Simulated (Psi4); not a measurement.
# doublet [SiH2F2]− at 3 levels

We compute a comparison of 3 runs (U-wB97M-V/aug-cc-pVDZ, UB2PLYP/aug-cc-pVDZ, UM06-2X/aug-cc-pVDZ) of doublet [SiH2F2]−. 

Program for the calculation: Psi4 1.11.

**1. The system as given**

The species is [SiH2F2]− (5 atoms), meant as a doublet with charge -1. SMILES of the parent species: `F[SiH2]F`. The shape is that of a PBE0-D4/def2-TZVP optimisation. That shape belongs to the parent species and isn't relaxed for this state.

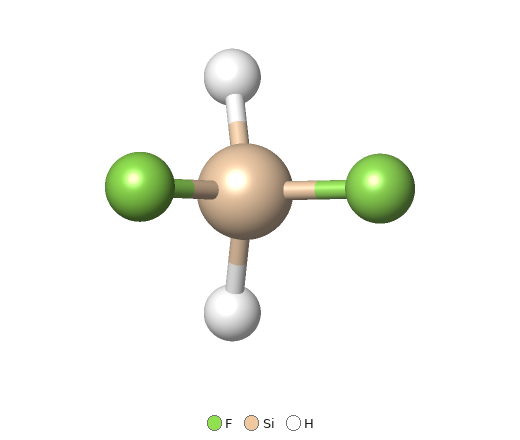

The structure, seen from a chosen angle (fluorine green, silicon light orange, hydrogen white).

**2. The energy at U-wB97M-V/aug-cc-pVDZ (run 1)**

Input file f2h2si.in:

```
memory 1.6 GB

molecule geom {
  -1 2
  F     -2.03903339     1.01705060     1.85329220
  Si    -0.00986437    -0.00102045    -0.10221529
  F      2.35767900    -0.98377252     1.44924986
  H     -1.11582658    -2.15190673    -1.48589165
  H      0.80704534     2.11966800    -1.71445403
  units bohr
  symmetry c1
}

set basis aug-cc-pVDZ
set reference uks
set puream true
set e_convergence 1e-09
set d_convergence 1e-08
set scf_type pk
set dft_radial_points 99
set dft_spherical_points 590
set maxiter 100

e, wfn = energy('wb97m-v', return_wfn=True)
```

Run with:

```sh
$ psi4 f2h2si.in f2h2si.out -n 1
```

f2h2si.out:

```text
[...]
  Running in c1 symmetry.
[...]
  Nuclear repulsion =  118.741930786793503
[...]
  Multiplicity = 2
[...]
  Nalpha       = 18
  Nbeta        = 17
[...]
    Number of basis functions: 91
[...]
   @UKS iter   1:  -490.24681909907724   -4.28807e-01   5.95551e-03 ADIIS/DIIS
[...]
   @UKS iter  12:  -490.39661577804753   -1.69962e-11   7.53917e-09 DIIS
[...]
   @S^2 Observed:                7.504076565E-01
[...]
  @UKS Final Energy:  -490.39661577804753
   => Energetics <=
    Nuclear Repulsion Energy =            118.7419307867935032
    One-Electron Energy =                -922.4972999010809644
    Two-Electron Energy =                 345.1414382518056527
    DFT Exchange-Correlation Energy =     -31.9271384853884221
    Empirical Dispersion Energy =           0.0000000000000000
    VV10 Nonlocal Energy =                  0.1444535698226185
    Total Energy =                       -490.3966157780475328
[...]
 Multipole Moments:
 ------------------------------------------------------------------------------------
     Multipole            Electronic (a.u.)      Nuclear  (a.u.)        Total (a.u.)
 ------------------------------------------------------------------------------------
 L = 1.  Multiply by 2.5417464519 to convert [e a0] to [Debye]
 Dipole X            :          0.4250505           -0.3127915            0.1122589
 Dipole Y            :          0.0443797           -0.0326621            0.0117177
 Dipole Z            :          4.4052498           -3.2418887            1.1633611
 Magnitude           :                                                    1.1688236
[...]
```

Wall time 57 s (1 thread of AMD EPYC 9R45 (Zen 5), shared host); peak memory 1.1 GiB.

**3. The energy at UB2PLYP/aug-cc-pVDZ (density fitting for correlation) (run 2)**

Input file f2h2si.xyz:

```xyz
5
F2H2Si
F     -1.079010     0.538200     0.980720
Si    -0.005220    -0.000540    -0.054090
F      1.247630    -0.520590     0.766910
H     -0.590470    -1.138740    -0.786300
H      0.427070     1.121680    -0.907250
```

Input file run.py:

```python
import numpy as np
from ase.calculators.psi4 import Psi4
from ase.io import read

mol = read('f2h2si.xyz')
calc = Psi4(atoms=mol, method='b2plyp', basis='aug-cc-pVDZ', memory='1600MB', num_threads=1, charge=-1, multiplicity=2, label='calc', reference='uks')
calc.psi4.set_options({'puream': True, 'e_convergence': 1e-09, 'd_convergence': 1e-08, 'scf_type': 'pk', 'dft_radial_points': 99, 'dft_spherical_points': 590, 'num_frozen_docc': 7, 'maxiter': 100})
mol.calc = calc

print(f'energy: {mol.get_potential_energy():.6f} eV')
```

Run with:

```sh
$ python run.py
```

calc.dat:

```text
[...]
  Running in c1 symmetry.
[...]
  Nuclear repulsion =  118.741930693433218
[...]
  Multiplicity = 2
[...]
  Nalpha       = 18
  Nbeta        = 17
[...]
    Number of basis functions: 91
[...]
   @UKS iter   1:  -489.88946590729540   -4.06051e-01   5.93170e-03 DIIS/ADIIS
[...]
   @UKS iter  13:  -490.04805626917778   -1.95541e-11   9.26091e-09 DIIS
[...]
   @S^2 Observed:                7.502770852E-01
[...]
  @UKS Final Energy:  -490.04805626917778
   => Energetics <=
    Nuclear Repulsion Energy =            118.7419306934332184
    One-Electron Energy =                -922.3268194030722498
    Two-Electron Energy =                 333.9851936698301529
    DFT Exchange-Correlation Energy =     -20.4483612293688921
    Empirical Dispersion Energy =           0.0000000000000000
    VV10 Nonlocal Energy =                  0.0000000000000000
    Total Energy =                       -490.0480562691777777
[...]
 Multipole Moments:
 ------------------------------------------------------------------------------------
     Multipole            Electronic (a.u.)      Nuclear  (a.u.)        Total (a.u.)
 ------------------------------------------------------------------------------------
 L = 1.  Multiply by 2.5417464519 to convert [e a0] to [Debye]
 Dipole X            :          0.4217966           -0.3127915            0.1090051
 Dipole Y            :          0.0440279           -0.0326621            0.0113658
 Dipole Z            :          4.3713015           -3.2418887            1.1294128
 Magnitude           :                                                    1.1347178
[...]
```

The script printed:

```text
energy: -13339.494095 eV
```

Run time: 14 s. Hardware: 1 thread of AMD EPYC 9R45 (Zen 5), shared host; peak memory 0.82 GiB.

**4. Energy and gradient at UM06-2X/aug-cc-pVDZ (run 3)**

Input file job.json:

```json
{
  "schema_name": "qcschema_input",
  "schema_version": 1,
  "molecule": {
    "schema_name": "qcschema_molecule",
    "schema_version": 2,
    "symbols": ["F", "Si", "F", "H", "H"],
    "geometry": [-2.03903339, 1.0170506, 1.8532922, -0.00986437, -0.00102045, -0.10221529, 2.357679, -0.98377252, 1.44924986, -1.11582658, -2.15190673, -1.48589165, 0.80704534, 2.119668, -1.71445403],
    "molecular_charge": -1,
    "molecular_multiplicity": 2,
    "fix_symmetry": "c1"
  },
  "driver": "gradient",
  "model": {
    "method": "m06-2x",
    "basis": "aug-cc-pVDZ"
  },
  "keywords": {
    "reference": "uks",
    "puream": true,
    "e_convergence": 1e-09,
    "d_convergence": 1e-08,
    "scf_type": "pk",
    "dft_radial_points": 99,
    "dft_spherical_points": 590,
    "maxiter": 100,
    "scf_properties": ["QUADRUPOLE", "MULLIKEN_CHARGES", "WIBERG_LOWDIN_INDICES"]
  }
}
```

Run with:

```sh
$ psi4 --qcschema job.json -n 1 --memory 1600MB
```

stdout:

```text
[...]
  Running in c1 symmetry.
[...]
  Nuclear repulsion =  118.741930786793503
[...]
  Multiplicity = 2
[...]
  Nalpha       = 18
  Nbeta        = 17
[...]
    Number of basis functions: 91
[...]
   @UKS iter   1:  -490.22692438191712   -3.77210e-01   5.62966e-03 ADIIS/DIIS
[...]
   @UKS iter  19:  -490.38705075147999   -6.99174e-12   5.56060e-09 DIIS
[...]
   @S^2 Observed:                7.505249449E-01
[...]
  @UKS Final Energy:  -490.38705075147999
   => Energetics <=
    Nuclear Repulsion Energy =            118.7419307867935032
    One-Electron Energy =                -921.5991147381732844
    Two-Electron Energy =                 332.8188986787110935
    DFT Exchange-Correlation Energy =     -20.3487654788113232
    Empirical Dispersion Energy =           0.0000000000000000
    VV10 Nonlocal Energy =                  0.0000000000000000
    Total Energy =                       -490.3870507514799897
[...]
  -Total Gradient:
     Atom            X                  Y                   Z
    ------   -----------------  -----------------  -----------------
       1        0.021373599582    -0.010916313512    -0.024197364777
       2        0.004013901756     0.000423363491     0.041644205055
       3       -0.025620993691     0.010469848034    -0.019874606579
       4        0.000225492798     0.000256212081     0.001185401475
       5        0.000005141301    -0.000233417113     0.001212320370
[...]
```

The result, in JSON:

```text
{
 "driver": "gradient",
 "model": {
  "method": "m06-2x",
  "basis": "aug-cc-pVDZ"
 },
 "success": true,
 "return_result": [0.02137359958178431, -0.010916313511691856, -0.024197364777047876, 0.0040139017557599315, 0.0004233634909538049, 0.041644205055072464, -0.025620993691064513, 0.010469848034483042, -0.01987460657898526, 0.0002254927978077026, 0.0002562120814096208, 0.0011854014745939223, 5.141301278665383e-06, -0.00023341711329649684, 0.0012123203701787238],
 "properties": {
  "calcinfo_nbasis": 91,
  "calcinfo_nmo": 91,
  "calcinfo_nalpha": 18,
  "calcinfo_nbeta": 17,
  "calcinfo_natom": 5,
  "nuclear_repulsion_energy": 118.7419307867935,
  "return_energy": -490.38705075148,
  "return_gradient": [0.02137359958178431, -0.010916313511691856, -0.024197364777047876, 0.0040139017557599315, 0.0004233634909538049, 0.041644205055072464, -0.025620993691064513, 0.010469848034483042, -0.01987460657898526, 0.0002254927978077026, 0.0002562120814096208, 0.0011854014745939223, 5.141301278665383e-06, -0.00023341711329649684, 0.0012123203701787238],
  "scf_one_electron_energy": -921.5991147381733,
  "scf_two_electron_energy": 332.8188986787111,
  "scf_xc_energy": -20.348765478811323,
  "scf_dipole_moment": [0.1473840471647907, 0.015365001103641751, 1.5273470994008425],
  "scf_total_energy": -490.38705075148,
  "scf_total_gradient": [0.02137359958178431, -0.010916313511691856, -0.024197364777047876, 0.0040139017557599315, 0.0004233634909538049, 0.041644205055072464, -0.025620993691064513, 0.010469848034483042, -0.01987460657898526, 0.0002254927978077026, 0.0002562120814096208, 0.0011854014745939223, 5.141301278665383e-06, -0.00023341711329649684, 0.0012123203701787238],
  "scf_iterations": 19
 }
}
```

It took 52 s on 1 thread of AMD EPYC 9R45 (Zen 5), shared host; peak memory 1 GiB.

**5. The series**

```
run                                                  level  frozen core orbitals  fitting correlation  energy (Eh)  HOMO energy (eV)  LUMO energy (eV)   ⟨S²⟩  wall time
  1                                  U-wB97M-V/aug-cc-pVDZ                     0                    –  -490.396616              1.36              3.66  0.750       57 s
  2  UB2PLYP/aug-cc-pVDZ (density fitting for correlation)                     7      density fitting  -490.217370              1.81              3.35  0.750       14 s
  3                                    UM06-2X/aug-cc-pVDZ                     0                    –  -490.387051              1.59              2.93  0.751       52 s
```

**6. Results**

| quantity | value |
| --- | --- |
| run 3: total energy | -490.38705 Eh |
| run 3: HOMO energy (highest over α and β) | 1.59 eV |
| run 3: LUMO energy (lowest over α and β) | 2.93 eV |
| run 3: ⟨S²⟩ | 0.751 |
| run 3: largest force on an atom | 2.151 eV/Å |

Totals of different functionals can't be ranked against each other. In runs 1, 2, 3 the HOMO lies above zero, so the outermost electron may be held by the basis alone. All runs together took 2.1 min, the longest 57 s.
